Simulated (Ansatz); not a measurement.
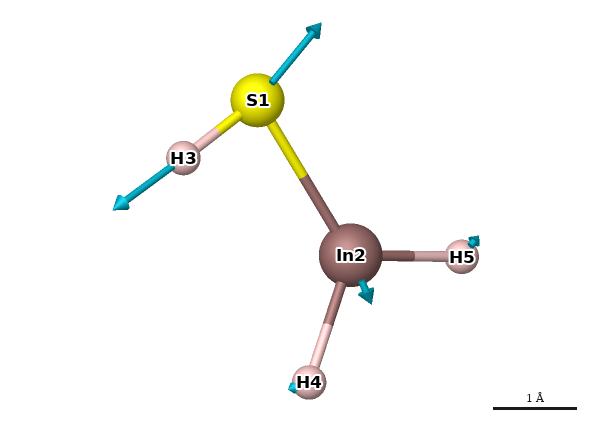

Arrows show the forces on the atoms, 0.4 Å of arrow for 1 eV/Å; forces under a tenth of the largest aren't drawn. Level of theory: SPW92 (LDA)/def2-TZVPP (Ansatz 0.2.0).

**Which bond do the forces act along most?**

S1–H3, now 1.272 Å: the forces push its atoms apart, so a first step downhill lengthens it.

List the force components in the frame of the picture (x right, y up, z towards the viewer), in eV/Å.

```json
{"atom": "S1", "Fx": "1.52", "Fy": "1.85", "Fz": "−1.00"}
{"atom": "In2", "Fx": "0.31", "Fy": "−0.73", "Fz": "−0.18"}
{"atom": "H3", "Fx": "−1.82", "Fy": "−1.34", "Fz": "1.19"}
{"atom": "H4", "Fx": "−0.26", "Fy": "−0.09", "Fz": "0.18"}
{"atom": "H5", "Fx": "0.26", "Fy": "0.32", "Fz": "−0.18"}
```
